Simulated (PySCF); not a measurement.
C₂H₅F₃P₂Si (SMILES FC(F)(F)/P=P/C[SiH3])

The calculation's input:

```
{"job": {"kind": "nmr", "xc": "PBE0", "basis": "pcSseg-1"}, "charge": 0, "multiplicity": 1}
F      3.848021    -1.130661     0.696093
C      3.013582    -0.223003     0.180343
F      3.466195     0.094226    -1.036090
F      3.101034     0.871826     0.936303
P      1.276242    -0.991887     0.026198
P      0.215511     0.477598     0.937230
C     -1.496908    -0.193127     0.729273
Si    -2.291968     0.427161    -0.881365
H     -2.100472     0.178046     1.574453
H     -1.537954    -1.294712     0.735887
H     -2.123448     1.907243    -0.989714
H     -3.748319     0.092375    -0.881872
H     -1.616031    -0.232271    -2.036690
```

Launched as:

```sh
OMP_NUM_THREADS=1 python probes_run.py task.json out
```

Geometry: PBE0-D3(BJ)/def2-SVP.

The calculation used PySCF, PBE0/pcSseg-1, SCF density, gas phase, non-relativistic.

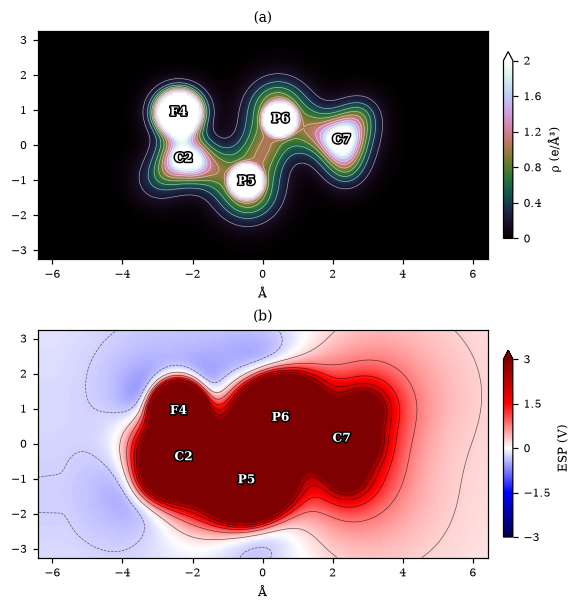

Figure 1. (a) total electron density; (b) electrostatic potential on the plane of atoms P5, P6 and C7.

Read the bonding off the picture.

Atoms in the plane: C, F and P. C–F (1.33 Å): the density is about 2.4 e/Å³ at the midpoint. C–P (1.85 Å): the density is about 1.1 e/Å³ at the midpoint. P–P (2.03 Å): the density is about 1 e/Å³ at the midpoint. C–P (1.91 Å): ρ at the midpoint is about 1.1 e/Å³. Outside the dense part of the molecule the potential is most negative (−0.6 V) near F4.

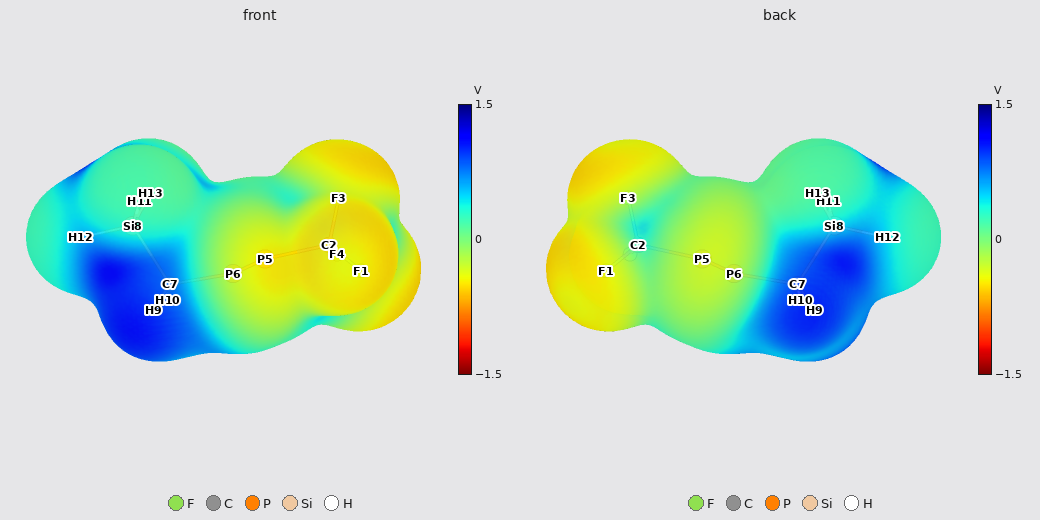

Figure 2. The molecular electrostatic potential painted on the density surface at 0.001 e/bohr³, seen from the front and from behind; red is negative and blue positive.

Where is the surface potential most negative and most positive?

The most negative region (about −0.5 V) lies over F1, F3 and F4, the most positive (about +1.1 V) over Si8 and H9.

What dipole moment does the calculation give?

Its dipole moment is 3.18 D.
